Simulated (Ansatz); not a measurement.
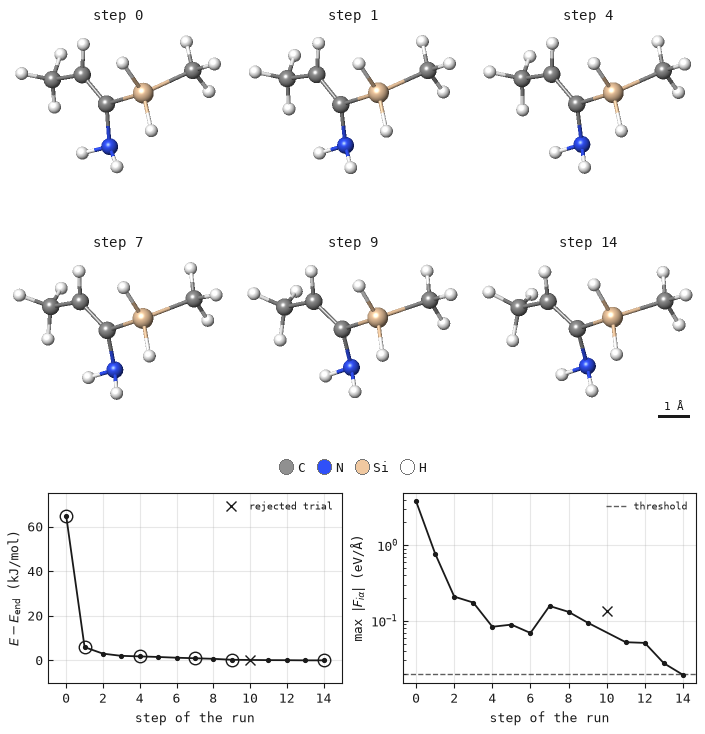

Frames of a relaxation of C4H11NSi, marked on the history of the run. The picture is a ball-and-stick view, seen at a tilt.

The run prepares the start of a later molecular dynamics calculation, from a guessed geometry.

Level of theory: RKS PBE-D4/STO-3G in Ansatz. (no spin polarisation; force threshold 0.02 eV/Å; at most 40 steps)

> What happens along the run?

The atom that moves furthest after the best rigid fit is an H atom (0.56 Å). Largest moves by element: H 0.56 Å, N 0.40 Å, C 0.17 Å, Si 0.11 Å. Near-neighbour distances that change, for instance: C–H 1.020 → 1.110 Å, H–Si 1.527 → 1.456 Å, H–N 0.998 → 1.062 Å, C–C 1.317 → 1.363 Å. Bond angles that change, for instance: H–N–H 113.8° → 105.7°, C–C–H 105.3° → 111.9°, H–C–H 112.6° → 107.8°. Groups turn about C–C by about 30°. After 13 accepted moves (14 points after the start) the energy has fallen by 64.9 kJ/mol. The largest force component goes from 3.8 to 0.019 eV/Å. The line search rejected the trial step at point 10 of the run. From step 0 to 1: an H atom moves most (0.13 Å), energy −58.9 kJ/mol. From step 1 to 4: N and H atoms move most (0.06 Å), energy −4.15 kJ/mol. From step 4 to 7: an H atom moves most (0.22 Å), energy −0.84 kJ/mol. From step 7 to 9: an H atom moves most (0.15 Å), energy −0.68 kJ/mol. From step 9 to 14: an H atom moves most (0.11 Å), energy −0.26 kJ/mol.

Limits of the set-up: STO-3G is a minimal basis, so the numbers are rough.
